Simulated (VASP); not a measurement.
Input:

```
CELL_PARAMETERS angstrom
      4.10636     0.00000     0.00000
      0.00000     4.10636     0.00000
      0.00000     0.00000     4.10636
ATOMIC_POSITIONS crystal
  Sc 0.00000 0.00000 0.00000
  Al 0.00000 0.50000 0.50000
  Al 0.50000 0.00000 0.50000
  Al 0.50000 0.50000 0.00000
```

These are PBE GGA, VASP's PBE PAW potentials (set 64) (plane waves; VASP) values and carry that method's errors. Settings: 400 eV cut-off, 8×8×8 Γ-centred mesh, tetrahedra with Blöchl corrections, potentials Sc_sv Al.

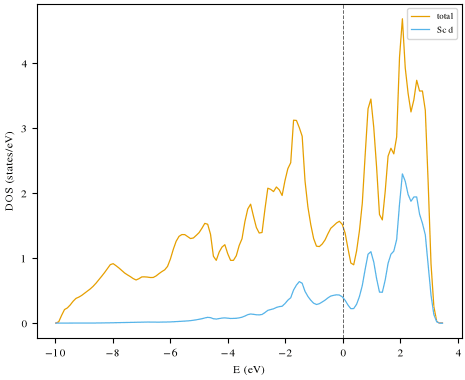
*Total and projected density of states, zero at the Fermi level*

Within 2 eV below the Fermi level the largest weight inside VASP's projection spheres is Sc d, then Al p.

It has no gap at this level: it comes out as a metal or semimetal.

The compound is Al3Sc in the L1_2 structure. It was relaxed first.
